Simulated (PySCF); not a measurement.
```xyz
7

Tl    0.0000    0.0000    0.5274
S     2.4068   -0.5160    0.5271
H     2.7585    0.7896    0.5311
S    -0.7565    2.3423    0.5271
H    -2.0631    1.9942    0.5311
S    -1.6503   -1.8263    0.5271
H    -0.6954   -2.7838    0.5311
```

Core potentials replace the inner electrons of Tl.

Level of theory: RKS PBE0, Tl def2-SVP with ECP60, S def2-SVP, H def2-SVP; non-relativistic Hamiltonian with scalar-relativistic core potentials where named; density fitting (PySCF 2.14.0).

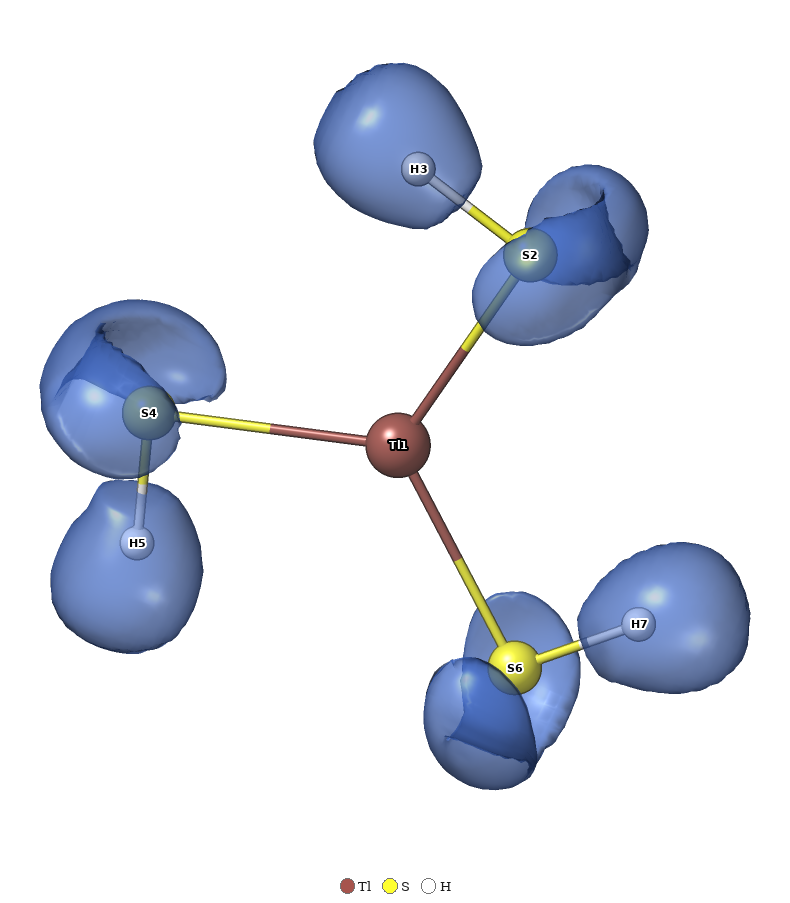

H3S3Tl. Isosurface of the electron localisation function at 0.9 (blue), seen at a tilt. Core shells and regions of very low density are left out.

Identify the bonds, lone pairs and shells in this picture.

Answer. The surface consists of three regions around hydrogen nuclei and three regions wrapped around S (the valence shell of each). Along the contacts the grid gives the following. Tl–S (2.46 Å): the ELF peaks at about 0.80 in the valence shell of S, 0.9 Å from its nucleus, and drops to about 0.20 between the two atoms. S–H (1.35 Å): the ELF climbs to about 1 towards the hydrogen, as it does in any bond to H.
